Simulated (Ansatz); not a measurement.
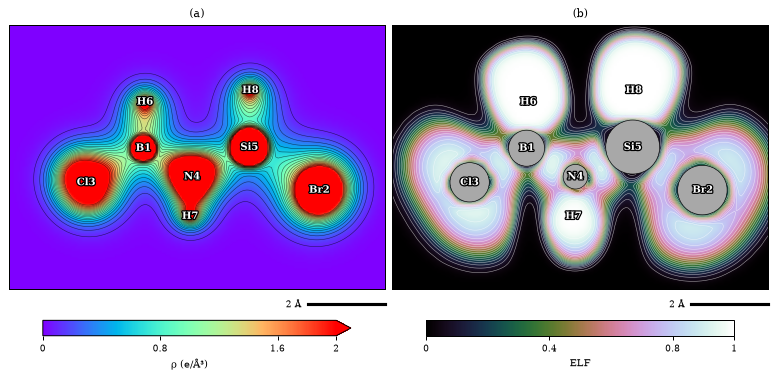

The picture shows: BBrClH$_{3}$NSi (SMILES ClB/[NH+]=[SiH]/Br) (charge +1). (a) total electron density; (b) electron localisation function on the molecular plane. Grey discs cover the atomic cores in the ELF map.

Geometry: r2SCAN-D4/def2-SVP.

Computed with Ansatz 0.2.0, isolated molecule in a Gaussian basis; Kohn-Sham density functional theory, functional PBE0.

```yaml
atoms:
  - { symbol: B, position_ang: [-0.2731, 2.9336, -0.5909] }
  - { symbol: Br, position_ang: [-1.3473, -1.5179, -1.5778] }
  - { symbol: Cl, position_ang: [-0.1469, 4.3963, -1.4857] }
  - { symbol: N, position_ang: [-0.6500, 1.7041, -1.2954] }
  - { symbol: Si, position_ang: [-0.7989, 0.2340, -0.5127] }
  - { symbol: H, position_ang: [-0.0661, 2.8721, 0.5894] }
  - { symbol: H, position_ang: [-0.8232, 1.7749, -2.3042] }
  - { symbol: H, position_ang: [-0.5398, 0.1864, 0.9335] }
```

**Describe what can be read from this map.**

Atoms in the plane: B, Br, Cl, N, Si and H. B–N (1.47 Å): ρ is about 1.7 e/Å³ halfway; the ELF peaks at about 0.95 between the atoms, as expected for a shared but strongly polarised pair. Si–N (1.67 Å): ρ at the midpoint is about 1.3 e/Å³; the ELF peaks at about 0.90 between the atoms; a polar covalent bond. B–Cl (1.72 Å): ρ is about 1.5 e/Å³ halfway; the ELF peaks at about 0.90 between the atoms; a shared but strongly polarised pair. Si–Br (2.12 Å): ρ at the midpoint is about 0.92 e/Å³; the ELF peaks at about 0.85 between the atoms; a short, strongly polar bond. N–H (1.03 Å): ρ at the midpoint is about 2.9 e/Å³; the ELF climbs to about 1 towards the hydrogen, as it does in any bond to H (a covalent bond by its length). The ELF also peaks beside Br2 and Cl3, away from the bonds: lone-pair regions.
